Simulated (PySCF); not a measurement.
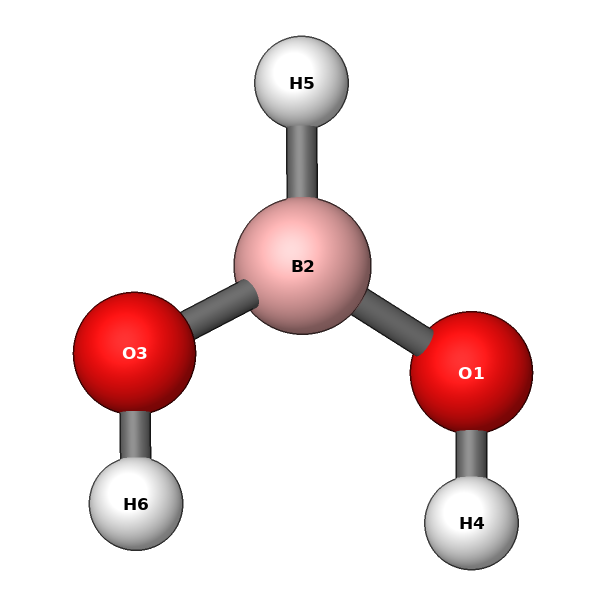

The geometry was computed by an optimisation with GFN2-xTB. No frequency run is at hand to confirm it as a minimum. Method: B3LYP/pcJ-1 indirect spin-spin coupling, non-relativistic, gas phase (PySCF 2.14.0). Isotopes: 11B, 1H, 17O.

Give the spin–spin coupling constants of these pairs, with the number of bonds between them: O1/H4, O1/B2, B2/H5, B2/O3, O1/O3, B2/H6, B2/H4, O3/H5, O1/H6, O3/H4, H5/H6.

| pair | bonds apart | J (Hz) |
| --- | --- | --- |
| O1, H4 | 1 | −82.2 |
| O1, B2 | 1 | −2.0 |
| B2, H5 | 1 | 173.5 |
| B2, O3 | 1 | −2.0 |
| O1, O3 | 2 | −2.5 |
| B2, H6 | 2 | −4.5 |
| B2, H4 | 2 | −4.5 |
| O3, H5 | 2 | −33.1 |
| O1, H6 | 3 | −2.5 |
| O3, H4 | 3 | −2.5 |
| H5, H6 | 3 | 14.3 |

The geometry is semi-empirical. Around B such bond lengths and angles can be off by a tenth of an ångström or more and by several degrees, and values that hang on the shape move with them.
